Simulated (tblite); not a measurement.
## C₆H₉AlF₃P: geometry relaxation (part 1 of 4)

C₆H₉AlF₃P, SMILES FC(F)=C(F)[P@@+]1([AlH3-])C=CCC1, computed with GFN2-xTB geometry optimisation, gas phase (tblite 0.8.0).

It belongs to a series of runs on one base structure; here: phosphine turned into its AlH3 adduct.

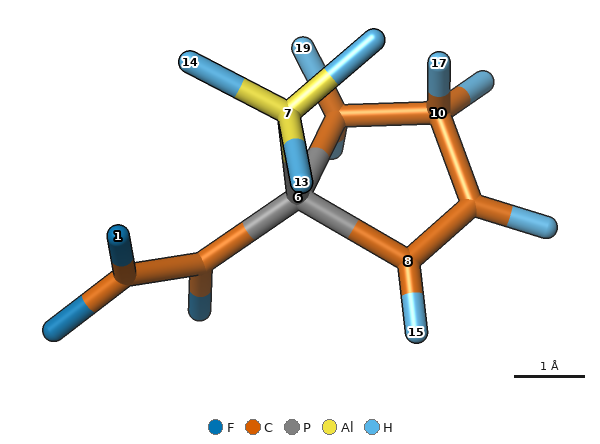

Figure 1. The input geometry (stick view, seen at a tilt; atoms are numbered from 1 in the order of the input). Sticks mark near contacts. Bond lengths as drawn: Al–H 1.59 to 1.61 Å, Al–P 2.25 Å, C–C 1.32 to 1.52 Å, C–F 1.34 to 1.38 Å, C–H 1.08 to 1.13 Å and C–P 1.74 to 1.84 Å.

Results in brief:

```csv
quantity,value
outcome,converged
total energy,−957.3604 eV
hardware,"1 CPU thread, shared host"
wall time,2.9 s
peak memory,0.18 GiB
```

Input file:
```
{"job": {"kind": "relax", "xc": "GFN2-xTB", "basis": "xTB"}, "charge": 0, "multiplicity": 1}
F     -3.298300    -0.262200    -0.184300
C     -2.681800    -1.425900    -0.441500
F     -3.444800    -2.513000    -0.736200
C     -1.340600    -1.548900    -0.393200
F     -0.848600    -2.810200    -0.653300
P     -0.244900    -0.257100    -0.006800
Al    -1.129700     1.804600     0.208200
C      0.824000    -0.570400     1.438400
C      2.012400    -0.080900     1.145000
C      2.112500     0.543900    -0.161800
C      1.180700    -0.105300    -1.164600
H      0.105900     2.837300     0.188200
H     -1.868600     1.906200     1.627000
H     -2.174600     2.105200    -0.954600
H      0.500900    -1.070900     2.344900
H      2.843500    -0.141000     1.874900
H      1.802600     1.625200    -0.127500
H      3.172200     0.486500    -0.556200
H      0.922900     0.582900    -1.980000
H      1.549100    -1.095600    -1.469500
```

The first line tells a small driver script what to run in tblite; the rest is the geometry in Å.

Launched with:
```bash
OMP_NUM_THREADS=1 python <driver script> task.json out
```

What the program printed:
```
step      E/eV     max force
  0    -955.99890    3.986
  1    -956.47453    2.766
  2    -956.71355    1.537
  3    -956.91120    1.027
  4    -956.99954    0.491
  5    -957.02288    0.375
  6    -957.04346    0.334
  7    -957.06509    0.402
  8    -957.07987    0.260
  9    -957.09094    0.228
 10    -957.10069    0.252
 11    -957.11260    0.287
 12    -957.12544    0.404
 13    -957.13593    0.357
 14    -957.14280    0.179
 15    -957.14783    0.194
 16    -957.15330    0.204
 17    -957.16074    0.302
 18    -957.16906    0.255
 19    -957.17605    0.173
 20    -957.18167    0.149
 21    -957.18744    0.243
 22    -957.19340    0.247
 23    -957.19907    0.178
 24    -957.20504    0.227
 25    -957.21247    0.228
 26    -957.22158    0.325
 27    -957.23114    0.296
 28    -957.23880    0.224
 29    -957.24380    0.173
 30    -957.24827    0.173
 31    -957.25375    0.194
 32    -957.25969    0.223
 33    -957.26495    0.161
 34    -957.26885    0.135
 35    -957.27158    0.129
 36    -957.27338    0.125
 37    -957.27463    0.116
 38    -957.27582    0.075
 39    -957.27717    0.070
 40    -957.27793    0.092
 41    -957.27877    0.077
 42    -957.27938    0.061
 43    -957.28007    0.060
 44    -957.28082    0.065
 45    -957.28168    0.081
 46    -957.28269    0.080
 47    -957.28392    0.083
 48    -957.28523    0.078
 49    -957.28644    0.073
 50    -957.28753    0.091
 51    -957.28863    0.107
 52    -957.28978    0.083
 53    -957.29077    0.085
 54    -957.29148    0.057
 55    -957.29208    0.098
 56    -957.29273    0.081
 57    -957.29374    0.063
 58    -957.29432    0.060
 59    -957.29508    0.084
 60    -957.29582    0.085
 61    -957.29655    0.076
 62    -957.29705    0.055
 63    -957.29738    0.057
 64    -957.29773    0.049
 65    -957.29821    0.047
 66    -957.29878    0.066
 67    -957.29954    0.074
 68    -957.30021    0.063
 69    -957.30084    0.096
 70    -957.30188    0.084
 71    -957.30262    0.065
 72    -957.30372    0.082
 73    -957.30423    0.092
 74    -957.30566    0.098
 75    -957.30777    0.126
 76    -957.31041    0.115
 77    -957.29871    0.543
 78    -957.31366    0.139
 79    -957.31535    0.096
 80    -957.31631    0.298
 81    -957.31946    0.074
 82    -957.32069    0.082
 83    -957.32142    0.232
 84    -957.32423    0.083
 85    -957.32546    0.075
 86    -957.32881    0.170
 87    -957.33074    0.106
 88    -957.33255    0.118
 89    -957.33749    0.154
 90    -957.33965    0.149
 91    -957.34183    0.134
 92    -957.34383    0.131
 93    -957.34525    0.067
 94    -957.34613    0.096
 95    -957.34725    0.083
 96    -957.34787    0.077
 97    -957.34843    0.049
 98    -957.34888    0.038
 99    -957.34913    0.048
100    -957.34938    0.037
101    -957.34968    0.039
102    -957.34999    0.030
103    -957.35023    0.033
104    -957.35039    0.032
105    -957.35055    0.033
106    -957.35077    0.036
107    -957.35109    0.042
108    -957.35146    0.057
109    -957.35184    0.045
110    -957.35217    0.036
111    -957.35245    0.042
112    -957.35267    0.028
113    -957.35286    0.027
114    -957.35300    0.027
115    -957.35316    0.033
116    -957.35337    0.033
117    -957.35362    0.033
118    -957.35387    0.035
119    -957.35410    0.029
120    -957.35435    0.033
121    -957.35469    0.044
122    -957.35518    0.062
123    -957.35576    0.063
124    -957.35625    0.046
125    -957.35660    0.049
126    -957.35685    0.042
127    -957.35704    0.030
128    -957.35720    0.029
129    -957.35736    0.037
130    -957.35755    0.053
131    -957.35777    0.051
132    -957.35798    0.030
133    -957.35812    0.026
134    -957.35823    0.025
135    -957.35833    0.031
136    -957.35847    0.034
137    -957.35865    0.028
138    -957.35886    0.030
139    -957.35906    0.028
140    -957.35921    0.023
141    -957.35932    0.022
142    -957.35942    0.026
143    -957.35953    0.026
144    -957.35964    0.024
145    -957.35974    0.021
146    -957.35984    0.018
147    -957.35993    0.022
148    -957.36002    0.024
149    -957.36010    0.018
150    -957.36015    0.017
151    -957.36020    0.017
152    -957.36024    0.016
153    -957.36029    0.014
154    -957.36033    0.012
155    -957.36035    0.010
```

Trajectory as extended XYZ (Å, eV, eV/Å), 40 of the 156 frames kept, from step=0 to step=155:
```
20
Properties=species:S:1:pos:R:3:forces:R:3 step=0 energy=-955.99890
F    -3.2983   -0.2622   -0.1843    0.2600  -1.5440  -0.3420
C    -2.6818   -1.4259   -0.4415    0.0020  -0.3690  -0.0020
F    -3.4448   -2.5130   -0.7362    0.3400   1.7670   0.4050
C    -1.3406   -1.5489   -0.3932   -1.0370  -2.2540  -0.4590
F    -0.8486   -2.8102   -0.6533   -0.1500   0.6770   0.1070
P    -0.2449   -0.2571   -0.0068    0.9610   0.4950   0.4630
Al   -1.1297    1.8046    0.2082   -1.6770   3.5640   0.6120
C     0.8240   -0.5704    1.4384   -1.0070  -1.0210  -0.2460
C     2.0124   -0.0809    1.1450    0.7430  -0.3650   1.6520
C     2.1125    0.5439   -0.1618    2.2690   1.3790  -1.7170
C     1.1807   -0.1053   -1.1646   -0.6950  -0.6680   0.4830
H     0.1059    2.8373    0.1882    0.0740  -0.5440  -0.1360
H    -1.8686    1.9062    1.6270    0.2970  -0.6060  -0.1630
H    -2.1746    2.1052   -0.9546    0.4070  -0.5110  -0.1420
H     0.5009   -1.0709    2.3449    0.0510   0.1960  -0.2100
H     2.8435   -0.1410    1.8749   -0.4680   0.3110  -0.6880
H     1.8026    1.6252   -0.1275    0.4340  -0.6470   0.2910
H     3.1722    0.4865   -0.5562   -0.8270   0.2890   0.3830
H     0.9229    0.5829   -1.9800    0.1360  -0.4280   0.0000
H     1.5491   -1.0956   -1.4695   -0.1120   0.2790  -0.2920
20
Properties=species:S:1:pos:R:3:forces:R:3 step=4 energy=-956.99954
F    -3.2981   -0.3462   -0.2018    0.0900   0.3340   0.1200
C    -2.6515   -1.4594   -0.4395    0.1060  -0.2010  -0.0140
F    -3.4935   -2.4266   -0.7222   -0.3370  -0.3040  -0.1090
C    -1.3312   -1.6156   -0.3941    0.1440   0.1380   0.0640
F    -0.8338   -2.8314   -0.6618    0.2620  -0.1820  -0.0370
P    -0.2689   -0.1996    0.0239   -0.2740   0.3070  -0.0040
Al   -1.2561    2.0800    0.2557    0.0710  -0.1090  -0.0720
C     0.8203   -0.6341    1.3992   -0.2430  -0.0480   0.0920
C     2.0080   -0.0892    1.1649    0.4260  -0.0100  -0.2390
C     2.1740    0.5578   -0.1870   -0.1050  -0.2590   0.1600
C     1.1660   -0.1206   -1.1271   -0.0180   0.1010   0.0130
H     0.1197    2.8000    0.1752    0.1140   0.1900  -0.0210
H    -1.8544    1.8515    1.6380   -0.1990  -0.0610   0.4450
H    -2.1496    2.0635   -0.9877   -0.1320   0.0410  -0.3470
H     0.4931   -1.0638    2.3375    0.0120   0.0150  -0.2160
H     2.8395   -0.1133    1.8556   -0.0830   0.0740  -0.0120
H     1.8529    1.5995   -0.1018    0.2750   0.0850   0.0920
H     3.1928    0.5130   -0.5600    0.1150  -0.0070  -0.0100
H     0.9301    0.5277   -1.9738   -0.0310  -0.0650  -0.0470
H     1.5356   -1.0826   -1.4965   -0.1930  -0.0380   0.1420
20
Properties=species:S:1:pos:R:3:forces:R:3 step=8 energy=-957.07987
F    -3.2612   -0.3382   -0.1906    0.1400  -0.1790   0.0050
C    -2.6536   -1.4871   -0.4407    0.2360  -0.0290   0.0090
F    -3.5273   -2.4380   -0.7295    0.0970   0.1590   0.0490
C    -1.3232   -1.6250   -0.3922   -0.2320  -0.0600  -0.0430
F    -0.7916   -2.8349   -0.6620    0.1120   0.2050   0.0520
P    -0.2976   -0.1628    0.0282    0.0740  -0.2440  -0.0500
Al   -1.2721    2.0944    0.2576   -0.1520   0.0160   0.0830
C     0.8129   -0.6219    1.3858    0.0230   0.0910  -0.0680
C     2.0221   -0.1141    1.1466   -0.1790   0.0150   0.0680
C     2.1823    0.5433   -0.1860    0.1100   0.0980  -0.1270
C     1.1523   -0.1079   -1.1185   -0.0720   0.0470  -0.0060
H     0.1333    2.8272    0.1708   -0.1680   0.0240   0.0160
H    -1.8796    1.8393    1.6965    0.0330   0.0530  -0.1600
H    -2.1611    2.0680   -1.0410    0.1060   0.0530   0.0700
H     0.4894   -1.0655    2.3115   -0.0570  -0.0190  -0.0050
H     2.8343   -0.1023    1.8561    0.0100  -0.0930  -0.0070
H     1.9079    1.6000   -0.0816    0.1210  -0.0170   0.0630
H     3.2053    0.5079   -0.5613   -0.0050  -0.1660  -0.0660
H     0.9268    0.5158   -1.9832   -0.0040   0.0560  -0.0430
H     1.4954   -1.0878   -1.4696   -0.1910  -0.0090   0.1600
20
Properties=species:S:1:pos:R:3:forces:R:3 step=12 energy=-957.12544
F    -3.2122   -0.3540   -0.1762   -0.0950   0.1800   0.0660
C    -2.6357   -1.5095   -0.4410    0.0990   0.0320   0.0110
F    -3.5365   -2.4244   -0.7270   -0.0200  -0.1460  -0.0230
C    -1.3132   -1.6383   -0.3961    0.1870   0.0610   0.0000
F    -0.7272   -2.8121   -0.6557    0.1380  -0.2250  -0.0690
P    -0.3131   -0.1647    0.0230   -0.0810   0.3850   0.0920
Al   -1.3078    2.1035    0.2706    0.1180  -0.0120  -0.1090
C     0.8011   -0.6086    1.3727   -0.0050  -0.0920   0.0270
C     2.0144   -0.1150    1.1389    0.0500   0.0100  -0.0350
C     2.1975    0.5404   -0.1982   -0.0900  -0.0800   0.0970
C     1.1325   -0.0854   -1.1160    0.0240   0.0160   0.0200
H     0.0951    2.8497    0.1740   -0.1730  -0.0330   0.0570
H    -1.8932    1.8444    1.7002   -0.0670   0.0330  -0.0450
H    -2.1451    2.0845   -1.0580    0.0040   0.0240   0.0880
H     0.4731   -1.0680    2.2896   -0.0390   0.0260   0.0340
H     2.8265   -0.1190    1.8511   -0.0370  -0.0700  -0.0280
H     1.9753    1.6030   -0.0576    0.0500   0.0300  -0.1190
H     3.2159    0.4596   -0.5822   -0.0760  -0.1490  -0.0420
H     0.9223    0.5203   -1.9983   -0.0020   0.0060   0.0280
H     1.4252   -1.0956   -1.4169    0.0160   0.0060  -0.0500
20
Properties=species:S:1:pos:R:3:forces:R:3 step=16 energy=-957.15330
F    -3.1873   -0.3533   -0.1604    0.0700  -0.1090  -0.0200
C    -2.6105   -1.5158   -0.4388    0.0470   0.0030   0.0150
F    -3.5235   -2.4270   -0.7236    0.1720   0.0250   0.0320
C    -1.2835   -1.6395   -0.4014   -0.0100   0.0580   0.0020
F    -0.6738   -2.8112   -0.6593   -0.0680   0.1750   0.0020
P    -0.3270   -0.1282    0.0319    0.0230  -0.2020  -0.0150
Al   -1.3185    2.1078    0.2658   -0.1340   0.0910   0.0670
C     0.7914   -0.6069    1.3686   -0.0320   0.0690   0.0350
C     2.0081   -0.1203    1.1351   -0.0340  -0.0590   0.0220
C     2.1982    0.5315   -0.1989    0.0070  -0.0260  -0.0280
C     1.1173   -0.0697   -1.1094   -0.0590  -0.0120   0.0210
H     0.0462    2.8613    0.1874    0.1280   0.0640   0.0320
H    -1.9142    1.8554    1.6888   -0.0790   0.0040  -0.0040
H    -2.1368    2.0996   -1.0541   -0.0940  -0.0080  -0.0810
H     0.4560   -1.0643    2.2840   -0.0130   0.0260   0.0300
H     2.8194   -0.1463    1.8446    0.0360  -0.0610   0.0060
H     2.0250    1.6059   -0.0685    0.0280  -0.0390  -0.1000
H     3.2039    0.3990   -0.6007   -0.0100  -0.0800   0.0080
H     0.9205    0.5266   -2.0010    0.0010   0.0170   0.0430
H     1.3840   -1.0940   -1.3931    0.0190   0.0660  -0.0680
20
Properties=species:S:1:pos:R:3:forces:R:3 step=20 energy=-957.18167
F    -3.1457   -0.3677   -0.1420   -0.1190   0.0610   0.0140
C    -2.5645   -1.5212   -0.4307   -0.0700  -0.0080   0.0060
F    -3.4610   -2.4405   -0.7138   -0.0510  -0.1250  -0.0300
C    -1.2415   -1.6222   -0.4058   -0.0280  -0.0140   0.0440
F    -0.6172   -2.7776   -0.6704    0.0880  -0.0230  -0.0460
P    -0.3433   -0.1031    0.0472    0.0580   0.1110  -0.0050
Al   -1.3604    2.1405    0.2686   -0.0210   0.0240  -0.0140
C     0.7706   -0.5900    1.3782    0.0420   0.0210   0.0610
C     1.9994   -0.1430    1.1343    0.0300   0.1350   0.0130
C     2.1992    0.5052   -0.2032    0.0790  -0.0710  -0.0320
C     1.0879   -0.0548   -1.0961    0.1060  -0.0160  -0.0900
H     0.0201    2.8938    0.2174    0.0170  -0.0090   0.0250
H    -1.9746    1.8704    1.6808   -0.0850   0.0240  -0.0130
H    -2.1606    2.1161   -1.0737   -0.0390   0.0040   0.0100
H     0.4296   -1.0495    2.2899   -0.0060   0.0260   0.0600
H     2.8181   -0.2003    1.8359   -0.0060  -0.0380  -0.0280
H     2.0985    1.5933   -0.1176    0.0030  -0.1000   0.0930
H     3.1828    0.2945   -0.6199    0.1190  -0.0290   0.0060
H     0.9152    0.5417   -1.9891   -0.0890   0.1190  -0.0030
H     1.3425   -1.0749   -1.3930   -0.0280  -0.0900  -0.0700
20
Properties=species:S:1:pos:R:3:forces:R:3 step=24 energy=-957.20504
F    -3.1462   -0.3796   -0.1288   -0.0700  -0.1880  -0.0280
C    -2.5467   -1.5279   -0.4228    0.0060  -0.0520  -0.0050
F    -3.4165   -2.4762   -0.7110   -0.0300   0.0730   0.0150
C    -1.2207   -1.6072   -0.3964   -0.0220   0.0470   0.0220
F    -0.5637   -2.7423   -0.6892   -0.0600   0.1120   0.0270
P    -0.3379   -0.0709    0.0549   -0.0290  -0.0230  -0.0240
Al   -1.3984    2.1726    0.2682    0.0690  -0.0650  -0.0180
C     0.7646   -0.5645    1.3991    0.0000   0.0630  -0.0900
C     1.9984   -0.1391    1.1389    0.0450  -0.2180  -0.0420
C     2.2222    0.4670   -0.2156    0.0300  -0.0150   0.0170
C     1.0877   -0.0508   -1.1067   -0.0410   0.0010   0.0620
H     0.0077    2.9147    0.2484   -0.1170  -0.0670   0.0070
H    -2.0472    1.8902    1.6676   -0.0450   0.0510  -0.0570
H    -2.1933    2.1299   -1.0847    0.0210   0.0360   0.0620
H     0.4118   -1.0243    2.3109    0.0640   0.1390  -0.0440
H     2.8221   -0.2503    1.8248    0.0680   0.0670   0.0370
H     2.1544    1.5559   -0.1359    0.0800  -0.0130   0.0290
H     3.1990    0.2078   -0.6284    0.0250   0.0290   0.0660
H     0.8907    0.5828   -1.9744    0.0600  -0.0500   0.0620
H     1.3068   -1.0770   -1.4218   -0.0540   0.0740  -0.0970
20
Properties=species:S:1:pos:R:3:forces:R:3 step=28 energy=-957.23880
F    -3.1772   -0.4407   -0.1126   -0.0660   0.0610   0.0620
C    -2.5237   -1.5519   -0.4123   -0.0570   0.0140   0.0080
F    -3.3650   -2.5210   -0.7065    0.0150  -0.1090  -0.0400
C    -1.1974   -1.5720   -0.3771   -0.0390   0.0080  -0.0500
F    -0.4945   -2.6661   -0.7093   -0.0210  -0.0340   0.0510
P    -0.3370   -0.0217    0.0613   -0.0120  -0.1210   0.0300
Al   -1.4383    2.1929    0.2629   -0.1940  -0.0270   0.1080
C     0.7593   -0.5135    1.4079    0.0920  -0.0810   0.0090
C     2.0180   -0.1879    1.1302    0.0290   0.0430  -0.0430
C     2.2636    0.4008   -0.2280   -0.0340  -0.0300   0.0080
C     1.0831   -0.0418   -1.1077    0.0290   0.0680   0.0080
H    -0.0469    2.9250    0.2965    0.0650  -0.0080  -0.0230
H    -2.1683    1.9375    1.6277    0.0320   0.0140  -0.0440
H    -2.2331    2.1632   -1.0809    0.0400   0.0110  -0.0540
H     0.4034   -0.9413    2.3306   -0.0200   0.0980   0.0350
H     2.8437   -0.3066    1.8165   -0.0380  -0.0110  -0.0120
H     2.2640    1.4929   -0.1488    0.0700  -0.0450   0.0300
H     3.2309    0.0863   -0.6244   -0.0570  -0.0030  -0.0770
H     0.8746    0.6345   -1.9374    0.1620   0.0280  -0.0420
H     1.2357   -1.0579   -1.4918    0.0040   0.1240   0.0360
```
